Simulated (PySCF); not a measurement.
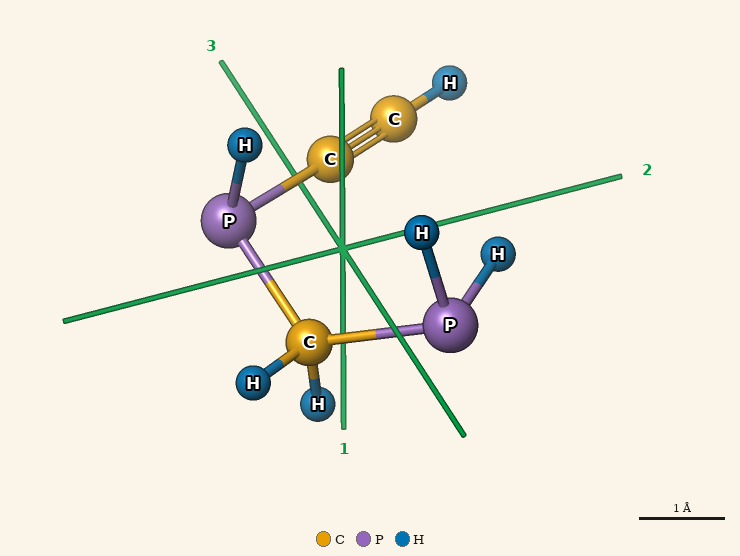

The three principal axes of inertia are drawn and numbered. Depth is shown by fading: the farther an atom, the more it takes the colour of the background. The geometry was computed by an optimisation with PBE0-D3(BJ)/def2-SVP. No frequency run is at hand to confirm it as a minimum. Masses are those of the most abundant isotopes; constants are for the rigid equilibrium geometry.

> Which line is the a axis (least moment of inertia), which b and which c?

a is line 3, b is line 2, c is line 1; the moments are 114, 260, 349 u Å².

> Classify the rotor and give the rotational constants (MHz).

An asymmetric top (C1): A = 4447, B = 1943, C = 1447 MHz. Ray's parameter κ is −0.67, nearer the prolate limit.
